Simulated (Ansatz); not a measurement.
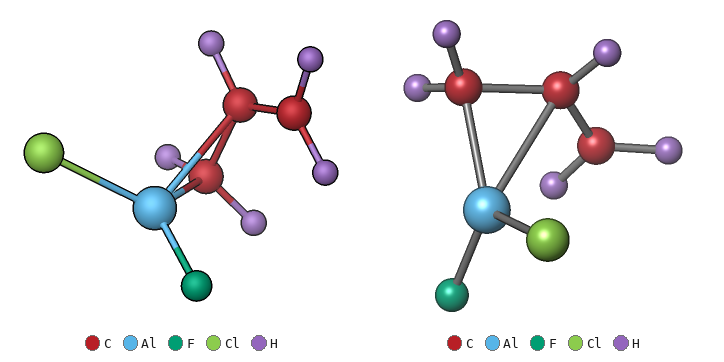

The same structure drawn twice, from different directions.

The computed structure is the end point of a PBE0-D4/def2-TZVP optimisation.

Question: Which formula does it have?

Answer: C3H5AlClF, 11 atoms: 3 carbon, 5 hydrogen, 1 aluminium, 1 chlorine and 1 fluorine.

Question: Give the symmetry (Schoenflies symbol).

Answer: C1.

Question: Count the bonded pairs by element.

Answer: 5 C–H, 2 C–C, 2 C–Al, 1 Al–F, 1 Al–Cl. Sticks follow a distance rule.

More results for the same structure follow; atom numbers are the same in all pictures, views and colours differ.

### Vibrations

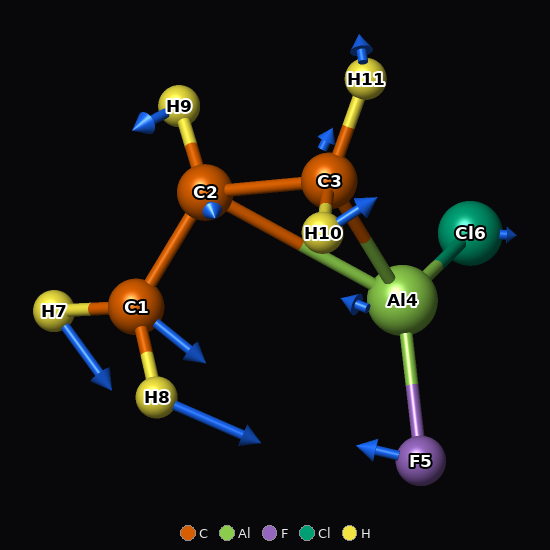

The arrows show one normal mode. Harmonic vibrations computed with RKS PBE0-D4/def2-TZVP (Ansatz 0.2.0) at a stationary point of the same level.

Question: Estimate its harmonic wavenumber.

Answer: 104 cm⁻¹; it is mode 2 of 27 counted from the lowest.

### Dipole moment

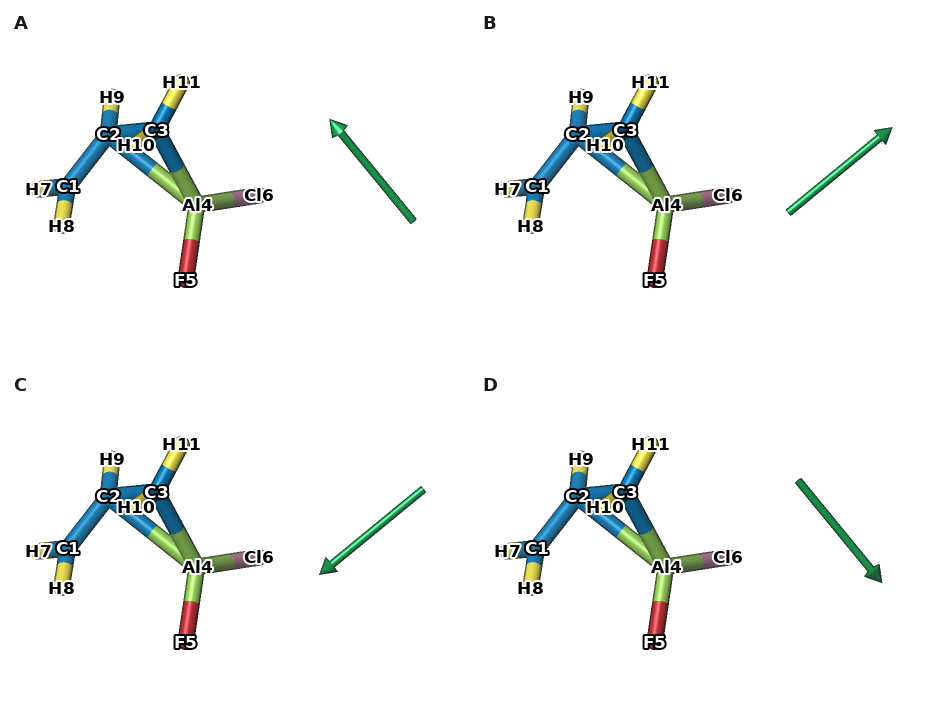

The same molecule four times, each with an arrow. Level of theory: RKS B3LYP-D4/def2-TZVPP (Ansatz 0.2.0).

Question: Which arrow points along the dipole moment, from the negative to the positive end?

Answer: A. The dipole moment is 2.70 D; it points from the side of F5, Cl6 to the side of H9 (the outermost atoms at the two ends).

### Charges

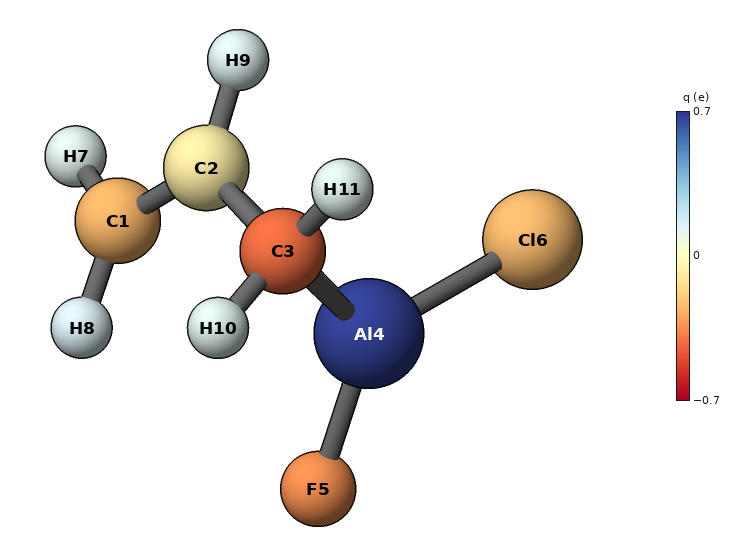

Atoms are coloured by their Mulliken charges. Properties computed with RKS ωB97M-V/def2-TZVPP (Ansatz 0.2.0).

Question: Which atom carries the highest charge (most positive or least negative)?

Answer: Al4 (0.66 e).

Question: And the lowest?

Answer: C3 (−0.41 e).

Give the Mulliken charges atom by atom.

| atom | value (e) |
| --- | --- |
| C1 | −0.24 |
| C2 | −0.07 |
| C3 | −0.41 |
| Al4 | 0.66 |
| F5 | −0.34 |
| Cl6 | −0.23 |
| H7 | 0.12 |
| H8 | 0.14 |
| H9 | 0.13 |
| H10 | 0.12 |
| H11 | 0.12 |

Mulliken values depend strongly on the basis set and can even reverse the polarity of a bond.
